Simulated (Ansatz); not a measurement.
Nudged elastic band, with input and output: TaHCl4F

TaHCl4F, multiplicity 2, computed with UKS PBE/def2-SVP (Ansatz 0.2.0).

It belongs to a series of runs on one base structure; here: band between the two ends.

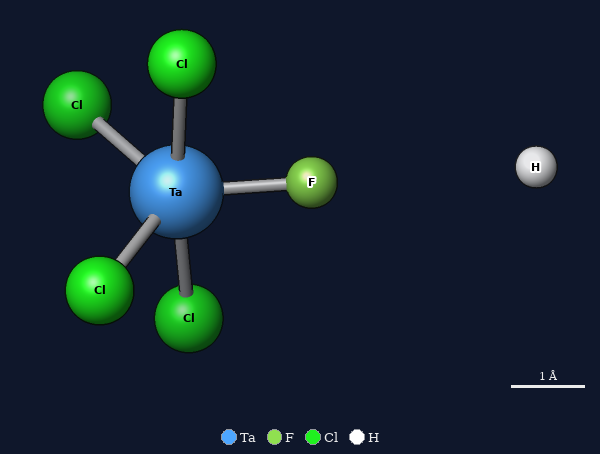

**Figure 1.** The input geometry (ball-and-stick view, seen at a tilt). Sticks mark near contacts. Bond lengths as drawn: Cl–Ta 2.30 to 2.35 Å and F–Ta 1.87 Å.

**Summary**

```json
{"quantity": "outcome", "value": "converged"}
{"quantity": "barrier, forward", "value": "0.163 eV"}
{"quantity": "barrier, backward", "value": "0.698 eV"}
{"quantity": "hardware", "value": "4 threads of Arm Neoverse V1, 24 GiB of memory available, shared host"}
{"quantity": "wall time", "value": "4.5 min (CPU time 17 min)"}
{"quantity": "peak memory", "value": "0.35 GiB"}
```

The order of the saddle point was not checked.

**Input file**
```yaml
crystal:
  periodic: [false, false, false]
  atoms:
    - { symbol: Ta, position_ang: [-0.222907, -2.8e-05, -0.000192] }
    - { symbol: F, position_ang: [1.651432, 7.3e-05, 0.000474] }
    - { symbol: Cl, position_ang: [-0.098885, 0.001666, 2.341684] }
    - { symbol: Cl, position_ang: [-0.100066, -0.002264, -2.342245] }
    - { symbol: Cl, position_ang: [-1.442771, 1.94686, 0.002313] }
    - { symbol: Cl, position_ang: [-1.443312, -1.946622, -0.002135] }
    - { symbol: H, position_ang: [4.766508, 0.000314, 0.000101] }
magnetization:
  spin_polarized: true
  initial_magnetization: 1
basis:
  gaussian: { orbitals: def2-SVP }
hamiltonian:
  xc: pbe
neb:
  order_check: false
  images: 6
  f_tol: 0.05
  max_iterations: 60
  climbing: false
  final_atoms:
    - { symbol: Ta, position_ang: [-0.10748222, 0.19276286, 0.13106751] }
    - { symbol: F, position_ang: [2.12564913, -0.79150372, 0.25491918] }
    - { symbol: Cl, position_ang: [0.25212618, 0.68906026, 2.35110584] }
    - { symbol: Cl, position_ang: [1.05675795, 0.82054138, -1.83838771] }
    - { symbol: Cl, position_ang: [-1.95724257, 1.51617094, -0.24468849] }
    - { symbol: Cl, position_ang: [-0.65182585, -2.04733877, -0.08606625] }
    - { symbol: H, position_ang: [2.39201638, -0.37969396, -0.56795008] }
  initial_path:
    images:
      - { positions_ang: [[-0.222907, -2.8e-05, -0.000192], [1.651432, 7.3e-05, 0.000474], [-0.098885, 0.001666, 2.341684], [-0.100066, -0.002264, -2.342245], [-1.442771, 1.94686, 0.002313], [-1.443312, -1.946622, -0.002135], [4.766508, 0.000314, 0.000101]] }
      - { positions_ang: [[-0.15921933, -1.911e-05, -0.00013049], [1.80245139, 4.845e-05, 0.00031256], [-0.07059517, 0.00119773, 2.37835237], [-0.07151277, -0.00162309, -2.37873977], [-1.38340339, 2.00176064, 0.00167139], [-1.38379883, -2.00158365, -0.00149391], [4.3760771, 0.00021802, 2.785e-05]] }
      - { positions_ang: [[-0.09553165, -1.021e-05, -6.897e-05], [1.95347077, 2.389e-05, 0.00015112], [-0.04230534, 0.00072946, 2.41502074], [-0.04295954, -0.00098217, -2.41523454], [-1.32403579, 2.05666128, 0.00102977], [-1.32428566, -2.05654529, -0.00085283], [3.9856462, 0.00012204, -4.53e-05]] }
      - { positions_ang: [[-0.03184398, -1.32e-06, -7.46e-06], [2.10449016, -6.6e-07, -1.032e-05], [-0.01401551, 0.0002612, 2.45168911], [-0.01440631, -0.00034126, -2.45172931], [-1.26466818, 2.11156192, 0.00038816], [-1.26477249, -2.11150694, -0.00021174], [3.5952153, 2.606e-05, -0.00011845]] }
      - { positions_ang: [[-0.01535473, 0.02754024, 0.0187439], [2.17223547, -0.11308305, 0.03633899], [0.03612895, 0.09846038, 2.45303509], [0.15085426, 0.11720237, -2.3797497], [-1.33816412, 2.05003491, -0.03489777], [-1.15170304, -2.12589505, -0.01220192], [3.25600221, -0.05426079, -0.0812686]] }
      - { positions_ang: [[-0.04606389, 0.08261445, 0.05618511], [2.15670669, -0.33922327, 0.10919906], [0.10812802, 0.295327, 2.41905867], [0.45282216, 0.35164871, -2.1992957], [-1.5445236, 1.87208025, -0.10482801], [-0.98507731, -2.09970962, -0.03682336], [2.96800694, -0.16273851, -0.24349576]] }
      - { positions_ang: [[-0.07677306, 0.13768865, 0.09362631], [2.14117791, -0.5653635, 0.18205912], [0.1801271, 0.49219363, 2.38508226], [0.75479005, 0.58609505, -2.01884171], [-1.75088308, 1.6941256, -0.17475825], [-0.81845158, -2.0735242, -0.0614448], [2.68001166, -0.27121623, -0.40572292]] }
      - { positions_ang: [[-0.10748222, 0.19276286, 0.13106751], [2.12564913, -0.79150372, 0.25491918], [0.25212618, 0.68906026, 2.35110584], [1.05675795, 0.82054138, -1.83838771], [-1.95724257, 1.51617094, -0.24468849], [-0.65182585, -2.04733877, -0.08606625], [2.39201638, -0.37969396, -0.56795008]] }
```

Launch command:
```bash
ansatz run input.yaml --threads 4 --pin off --max-ram 5120MiB --backend cpu --events-out ev --progress --plain --runs-dir out
```

**Output**
```
Engine: ansatz 0.2.0, aarch64-unknown-linux-gnu
Functional definition: PBE
  parameter kappa = 0.804
  parameter beta = 0.06672455060314922
  exchange = pbe_x(kappa = kappa, mu = beta*pi^2/3)
  correlation = pbe_c(beta = beta)
1290 factors; their error is unknown
mean field evaluation 1: about -54338.4844 eV, gradient 2.8e1 eV
mean field evaluation 2: about -54244.3226 eV, gradient 1.7e2 eV
mean field evaluation 4: about -54340.3429 eV, gradient 1.7e1 eV
mean field evaluation 8: about -54341.6404 eV, gradient 8.0e-2 eV
mean field evaluation 16: about -54341.5655 eV, gradient 5.6e-5 eV
mean field -54341.56545625 eV, -1997.0156964811 hartree, gradient 2.1e-5 eV, S^2 0.750001; 0 other end points of the search recorded, 0 dependent functions left out
the calculation of the forces begins
reference -54341.56552426 eV, -1997.0156989803 hartree; 46, 45 occupied and 77, 78 virtual orbitals, 1290 factors
1290 factors; their error is unknown
mean field evaluation 32: about -54342.1012 eV, gradient 1.6e-3 eV
mean field evaluation 64: about -54342.0979 eV, gradient 4.1e-1 eV
mean field -54342.10117028 eV, -1997.0353836086 hartree, gradient 1.0e-5 eV, S^2 0.753046; 6 other end points of the search recorded, 0 dependent functions left out
[... from here on the field's lines of each further geometry are left out, up to the last ...]
NEB iter   1: max|band force component| = 5.107e0 eV/Å  barrier→ = 1.4921 eV  barrier← = 2.0278 eV  Δτ_max = 0.2000 Å  (893 SCF iters)
NEB iter   2: max|band force component| = 2.020e0 eV/Å  barrier→ = 0.6580 eV  barrier← = 1.1937 eV  Δτ_max = 0.2000 Å  (273 SCF iters)
NEB iter   3: max|band force component| = 1.404e0 eV/Å  barrier→ = 0.5485 eV  barrier← = 1.0842 eV  Δτ_max = 0.1976 Å  (245 SCF iters)
NEB iter   4: max|band force component| = 5.068e-1 eV/Å  barrier→ = 0.5097 eV  barrier← = 1.0455 eV  Δτ_max = 0.1920 Å  (230 SCF iters)
NEB iter   5: max|band force component| = 7.254e-1 eV/Å  barrier→ = 0.3641 eV  barrier← = 0.8998 eV  Δτ_max = 0.1008 Å  (233 SCF iters)
NEB iter   6: max|band force component| = 2.479e-1 eV/Å  barrier→ = 0.2704 eV  barrier← = 0.8061 eV  Δτ_max = 0.1951 Å  (227 SCF iters)
NEB iter   7: max|band force component| = 2.422e-1 eV/Å  barrier→ = 0.2655 eV  barrier← = 0.8012 eV  Δτ_max = 0.1573 Å  (229 SCF iters)
NEB iter   8: max|band force component| = 1.301e-1 eV/Å  barrier→ = 0.2404 eV  barrier← = 0.7761 eV  Δτ_max = 0.1454 Å  (225 SCF iters)
NEB iter   9: max|band force component| = 1.384e-1 eV/Å  barrier→ = 0.2014 eV  barrier← = 0.7371 eV  Δτ_max = 0.0741 Å  (228 SCF iters)
NEB iter  10: max|band force component| = 5.046e-2 eV/Å  barrier→ = 0.1796 eV  barrier← = 0.7153 eV  Δτ_max = 0.1269 Å  (211 SCF iters)
the calculation of the forces begins
reference -54341.99814781 eV, -1997.0315976027 hartree; 46, 45 occupied and 77, 78 virtual orbitals, 1290 factors
1290 factors; their error is unknown
mean field evaluation 992: about -54341.4839 eV, gradient 2.6e-1 eV
mean field evaluation 1024: about -54340.6520 eV, gradient 3.0e-1 eV
mean field -54341.40283766 eV, -1997.0097203583 hartree, gradient 1.1e-5 eV, S^2 0.753654; 8 other end points of the search recorded, 0 dependent functions left out
the calculation of the forces begins
reference -54341.40290109 eV, -1997.0097226894 hartree; 46, 45 occupied and 77, 78 virtual orbitals, 1290 factors
NEB iter  11: max|band force component| = 4.180e-2 eV/Å  barrier→ = 0.1626 eV  barrier← = 0.6983 eV  Δτ_max = 0.0000 Å  (624 SCF iters)
```

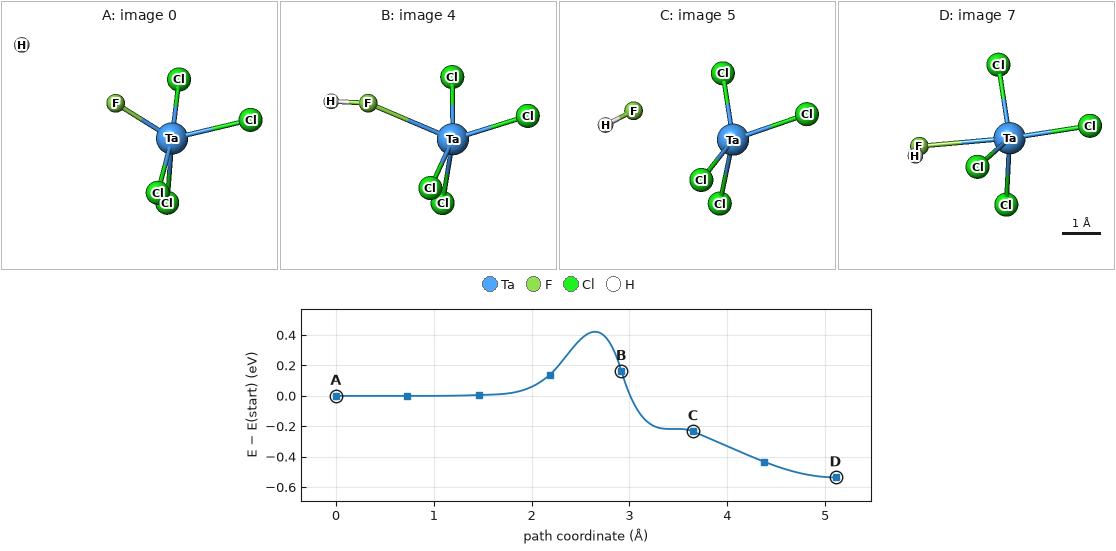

**Figure 2.** Images of the last band (counted from 0; ball-and-stick, seen at a tilt) above the energy along the path; the line is a cubic interpolation that uses the forces. The highest image is number 4, 0.163 eV above the start and 0.698 eV above the end; the end lies 0.536 eV below the start. The path is 5.11 Å long. The band converged in 11 iterations.

```
Total energy: -54341.40290109 eV, -1997.0097226894 hartree
Atom 0 at    -0.202908     0.129458     0.003513 Å, force    -0.635974     0.061248    -0.036325 eV/Å
Atom 1 at     2.306739     0.024134     0.020369 Å, force     1.963936    -0.987346    -0.056067 eV/Å
Atom 2 at     0.136633     0.150989     2.318150 Å, force     0.279981     0.087223    -0.120978 eV/Å
Atom 3 at     0.199652     0.186185    -2.303062 Å, force     0.263297     0.083150     0.150916 eV/Å
Atom 4 at    -1.542642     1.972996     0.000186 Å, force    -0.259154     0.275251    -0.001068 eV/Å
Atom 5 at    -0.984609    -2.040220    -0.019200 Å, force     0.114747    -0.285112    -0.003887 eV/Å
Atom 6 at     3.197133    -0.423543    -0.019956 Å, force    -1.726833     0.765585     0.067408 eV/Å
Dipole moment:     0.809183    -0.089263    -0.006646 e Å
this run last wrote the band of iteration 11 to [file]
```

**The last band as extended XYZ (Å, eV, eV/Å)**
```
7
Properties=species:S:1:pos:R:3:forces:R:3 image=0 energy=-54341.56546
Ta   -0.2229    0.0000   -0.0002   -0.0012   0.0001   0.0011
F     1.6514    0.0001    0.0005    0.0004  -0.0001  -0.0042
Cl   -0.0989    0.0017    2.3417   -0.0009  -0.0068   0.0002
Cl   -0.1001   -0.0023   -2.3422    0.0023   0.0070   0.0030
Cl   -1.4428    1.9469    0.0023   -0.0013  -0.0019  -0.0083
Cl   -1.4433   -1.9466   -0.0021   -0.0013   0.0017   0.0082
H     4.7665    0.0003    0.0001    0.0020   0.0000   0.0000
7
Properties=species:S:1:pos:R:3:forces:R:3 image=1 energy=-54341.56522
Ta   -0.2149    0.0758    0.0471   -0.0046  -0.0409  -0.0047
F     1.6396    0.3256    0.1596    0.0023  -0.0081   0.0347
Cl   -0.2360    0.0563    2.3927    0.0177   0.0105  -0.0111
Cl    0.0692    0.0708   -2.2814   -0.0247   0.0054   0.0072
Cl   -1.6502    1.8627   -0.0346   -0.0109   0.0167  -0.0140
Cl   -1.2154   -1.9952   -0.0188    0.0196   0.0173  -0.0121
H     4.7176   -0.3961   -0.2646    0.0005  -0.0010   0.0000
7
Properties=species:S:1:pos:R:3:forces:R:3 image=2 energy=-54341.55973
Ta   -0.1217    0.1260    0.0602    0.0242   0.0022   0.0114
F     1.7101    0.4961    0.1964   -0.0147   0.0032   0.0037
Cl   -0.1681    0.0941    2.4044    0.0015   0.0074   0.0092
Cl    0.1643    0.1515   -2.2661    0.0065   0.0106  -0.0193
Cl   -1.6555    1.8292   -0.0286   -0.0363   0.0126  -0.0010
Cl   -0.9610   -2.0127   -0.0272   -0.0128  -0.0195   0.0014
H     4.1419   -0.6842   -0.3391    0.0316  -0.0166  -0.0054
7
Properties=species:S:1:pos:R:3:forces:R:3 image=3 energy=-54341.42499
Ta   -0.0516    0.1060    0.0121    0.1102  -0.0552   0.0110
F     1.8253    0.2691    0.0362   -0.4363   0.2097  -0.0028
Cl    0.0923    0.1267    2.3494   -0.0566   0.0082   0.0454
Cl    0.1292    0.1847   -2.3219   -0.0366   0.0112  -0.0255
Cl   -1.5242    1.8767    0.0232    0.0268  -0.0508  -0.0023
Cl   -0.9799   -1.9929   -0.0209   -0.0175   0.0626  -0.0002
H     3.6189   -0.5704   -0.0781    0.4100  -0.1858  -0.0255
7
Properties=species:S:1:pos:R:3:forces:R:3 image=4 energy=-54341.40284
Ta   -0.2029    0.1295    0.0035   -0.6360   0.0612  -0.0363
F     2.3067    0.0241    0.0204    1.9639  -0.9873  -0.0561
Cl    0.1366    0.1510    2.3182    0.2800   0.0872  -0.1210
Cl    0.1997    0.1862   -2.3031    0.2633   0.0832   0.1509
Cl   -1.5426    1.9730    0.0002   -0.2592   0.2753  -0.0011
Cl   -0.9846   -2.0402   -0.0192    0.1147  -0.2851  -0.0039
H     3.1971   -0.4235   -0.0200   -1.7268   0.7656   0.0674
7
Properties=species:S:1:pos:R:3:forces:R:3 image=5 energy=-54341.79837
Ta   -0.3452    0.1750    0.0176   -0.0504   0.0203  -0.0074
F     2.3891   -0.2400    0.3016    0.0114  -0.1064   0.1241
Cl    0.1817    0.3034    2.2671    0.0368   0.0888  -0.0109
Cl    0.4743    0.3850   -2.1530    0.0978   0.0725   0.0662
Cl   -1.7915    1.9584   -0.0487   -0.1178  -0.0048  -0.0187
Cl   -0.8483   -2.0833   -0.0736    0.0635  -0.0286   0.0013
H     3.0501   -0.4984   -0.3111   -0.0412  -0.0418  -0.1545
7
Properties=species:S:1:pos:R:3:forces:R:3 image=6 energy=-54341.99809
Ta   -0.2259    0.2151    0.0663    0.0527   0.0052   0.0137
F     2.2524   -0.5617    0.3434   -0.0624  -0.1148   0.0302
Cl    0.1930    0.4644    2.3223    0.0133   0.0728   0.0189
Cl    0.7564    0.5726   -2.0328    0.0896   0.0609   0.0462
Cl   -1.8864    1.7956   -0.1248   -0.0376  -0.0593  -0.0232
Cl   -0.6692   -2.0554   -0.0932    0.0606   0.0134   0.0092
H     2.6897   -0.4306   -0.4812   -0.1160   0.0218  -0.0949
7
Properties=species:S:1:pos:R:3:forces:R:3 image=7 energy=-54342.10117
Ta   -0.1075    0.1928    0.1311   -0.0006   0.0021  -0.0007
F     2.1256   -0.7915    0.2549   -0.0011  -0.0001   0.0008
Cl    0.2521    0.6891    2.3511   -0.0004   0.0006   0.0017
Cl    1.0568    0.8205   -1.8384    0.0026   0.0002  -0.0005
Cl   -1.9572    1.5162   -0.2447    0.0000   0.0004   0.0008
Cl   -0.6518   -2.0473   -0.0861    0.0003  -0.0036   0.0003
H     2.3920   -0.3797   -0.5679   -0.0008   0.0003  -0.0023
```
